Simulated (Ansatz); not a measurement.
# AlH8NOSi2: the cost of one run

Computed with the Python package of Ansatz 0.2.0. Level of theory: B3LYP/6-31G*.

## 1. The structure

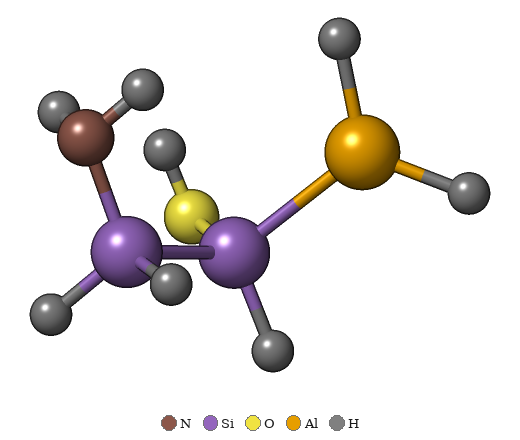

The structure that the script starts from, seen from a chosen angle (nitrogen brown, silicon purple, oxygen yellow, aluminium amber, hydrogen grey).

No structure file is read: the coordinates are typed or built in the script.

## 2. The script

Input file energy_alh8nosi2.py:

```python
# -*- coding: utf-8 -*-
'''Single point of AlH8NOSi2 in a Gaussian basis.'''

import ansatz


def main():
    alh8nosi2 = (
        ansatz.Crystal.molecule()
        .atom('N', [-1.9826, 0.3055, 0.8024])
        .atom('Si', [-0.8972, -1.032, 0.851])
        .atom('Si', [0.7379, -0.6927, -0.6147])
        .atom('O', [0.2073, -0.5588, -2.1933])
        .atom('Al', [1.9021, 1.2921, -0.0518])
        .atom('H', [-1.4747, 1.2264, 0.9924])
        .atom('H', [-2.3313, 0.4311, -0.1942])
        .atom('H', [-1.5662, -2.2504, 0.4958])
        .atom('H', [-0.3339, -1.1283, 2.2502])
        .atom('H', [1.7116, -1.8227, -0.5139])
        .atom('H', [-0.477, 0.2181, -2.1387])
        .atom('H', [3.4717, 1.2684, 0.3545])
        .atom('H', [1.0528, 2.7085, -0.025])
    )

    calculation = alh8nosi2.calculation()
    calculation = calculation.basis(gaussian='6-31G*')
    calculation = calculation.functional('b3lyp')
    res = calculation.run(threads=1)
    summary = res.report

    print(f'E = {summary["free_energy_ev"]:.6f} eV = {summary["free_energy_ev"] / 27.211386246:.7f} Ha')
    print('converged:', summary['converged'], ' doubts:', summary['published_state_doubts'] or 'none')

    state = summary['mean_field']['state']
    print(f'mean field: {state["energy"]["hartree"]:.7f} Ha, <S^2> = {abs(state["spin_squared"]):.4f}, stability: {state.get("stability", {}).get("kind")}')


if __name__ == '__main__':
    main()
```

## 3. Launch

On the command line:

```bash
python energy_alh8nosi2.py
```

What time and memory should one allow on 1 thread of Intel Xeon Platinum 8259CL at 2.50GHz (Skylake/Cascade Lake), shared host?

About 8.7 s, with a peak of 0.29 GiB.
